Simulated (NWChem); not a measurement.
# UB3LYP/aug-cc-pVDZ run of AlHBr (SMILES [AlH][Br])

Aim: the vertical ionisation energy of AlHBr at UB3LYP/aug-cc-pVDZ, from 2 runs. 

The calculation is run with NWChem 7.3.0.

## Step 1: The molecule

AlHBr: 3 atoms, total charge 0, spin state doublet. As SMILES, `[AlH][Br]`. The shape is that of a PBE0-D4/def2-TZVP optimisation.

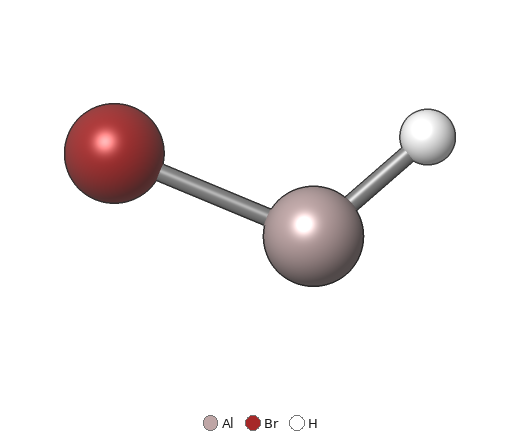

The structure, seen from a chosen angle (aluminium light grey, bromine red, hydrogen white).

## Step 2: A single-point energy at UB3LYP/aug-cc-pVDZ

Contents of nw.nw:

```
start nw
title "AlBrH B3LYP"
memory 2200 mb

geometry noautosym nocenter noautoz
 Al    -0.296700    -0.628000    -0.239100
 Br     1.584500     0.008600     0.871100
 H     -1.298900     0.554600    -0.645300
end

basis spherical bse
 * library aug-cc-pVDZ
end

dft
 xc b3lyp
 mult 2
 grid xfine
 convergence energy 1e-08
 iterations 100
 mulliken
 noprint "final vectors analysis"
end

task dft energy
```

On the command line:

```
$ nwchem nw.nw > nw.out
```

Log:

```text
[...]
          Wavefunction type:  spin polarized.
          No. of atoms     :     3
          No. of electrons :    49
[...]
          Charge           :     0
          Spin multiplicity:     2
[...]
          AO basis - number of functions:    72
[...]
              XC Information
              --------------
                         B3LYP Method XC Potential
                     Hartree-Fock (Exact) Exchange  0.200
                        Slater Exchange Functional  0.800 local
                    Becke 1988 Exchange Functional  0.720 non-local
              Lee-Yang-Parr Correlation Functional  0.810
                  VWN I RPA Correlation Functional  0.190 local
[...]
 d= 0,ls=0.0,diis     1  -2817.1894268568 -2.93D+03  9.49D-03  6.13D-02    16.6
[...]
 d= 0,ls=0.0,diis    10  -2817.2233148232 -7.62D-09  6.02D-07  5.21D-10    83.7
[...]
         Total DFT energy =    -2817.223314823189
      One electron energy =    -4150.121360425306
           Coulomb energy =     1327.530774903991
    Exchange-Corr. energy =     -110.356856429518
 Nuclear repulsion energy =      115.724127127645
[...]
      Total Density - Mulliken Population Analysis
     ---------------------------------------------
    Atom       Charge   Shell Charges
 -----------   ------   -------------------------------------------------------
    1 Al  13    12.87   2.00  2.03  0.87  0.48  0.02  6.02  0.85  0.40  0.01  0.19  0.02
    2 Br  35    35.25   2.00  2.00  2.03  1.09  0.81  0.05  6.00  6.01  2.71  2.44  0.09  9.95  0.07  0.01
    3 H    1     0.88   0.71  0.21 -0.05  0.01  0.00
[...]
      <S2> =      0.7530 (Exact =     0.7500)
[...]
```

It took 84 s on 1 thread of Intel Xeon Platinum 8488C (Sapphire Rapids), shared host; peak memory 0.12 GiB.

## Step 3: The singlet cation, same level

Contents of albrh.xyz:

```xyz
3

Al    -0.296700    -0.628000    -0.239100
Br     1.584500     0.008600     0.871100
H     -1.298900     0.554600    -0.645300
```

Contents of albrh.nw:

```
start albrh
memory 2200 mb
charge 1

geometry units angstrom noautosym nocenter noautoz
  load format xyz albrh.xyz
end

basis spherical bse
  Al library aug-cc-pVDZ
  Br library aug-cc-pVDZ
  H library aug-cc-pVDZ
end

dft
  xc b3lyp
  grid xfine
  convergence energy 1e-08
  iterations 100
  mulliken
  print low
end

task dft
```

On the command line:

```
$ nwchem albrh.nw > albrh.out
```

Log:

```text
[...]
 d= 0,ls=0.0,diis     1  -2816.5569224083 -2.93D+03  4.18D-02  3.42D+00    13.2
[...]
 d= 0,ls=0.0,diis    11  -2816.9188667479 -3.91D-09  5.96D-07  1.34D-09    84.1
         Total DFT energy =    -2816.918866747926
      One electron energy =    -4138.285834612553
           Coulomb energy =     1315.708472023171
    Exchange-Corr. energy =     -110.065631286189
 Nuclear repulsion energy =      115.724127127645
[...]
      Total Density - Mulliken Population Analysis
     ---------------------------------------------
    Atom       Charge   Shell Charges
 -----------   ------   -------------------------------------------------------
    1 Al  13    12.33   2.00  2.03  0.89  0.29  0.02  6.02  0.72  0.19  0.00  0.16  0.01
    2 Br  35    34.93   2.00  2.00  2.03  1.12  0.79  0.02  6.00  6.01  2.66  2.25  0.02  9.95  0.07  0.01
    3 H    1     0.74   0.64  0.15 -0.06  0.01 -0.00
[...]
```

It took 85 s on 1 thread of Intel Xeon Platinum 8488C (Sapphire Rapids), shared host; peak memory 0.13 GiB.

## Step 4: Outcome

Level: UB3LYP/aug-cc-pVDZ.

| quantity | value |
| --- | --- |
| doublet AlHBr: total energy | -2817.22331 Eh |
| doublet AlHBr: dipole moment | 1.59 D |
| doublet AlHBr: ⟨S²⟩ | 0.753 |
| singlet cation: total energy | -2816.91887 Eh |
| vertical ionisation energy (to the singlet cation) | 8.284 eV |

In words: Removing an electron at fixed nuclei costs 8.28 eV (799 kJ/mol). Only the singlet of the ionised species was computed; a triplet could lie lower. Mulliken charges (doublet AlHBr) run from -0.25 on Br2 to +0.13 on Al1; in a basis this large or diffuse they mean little.
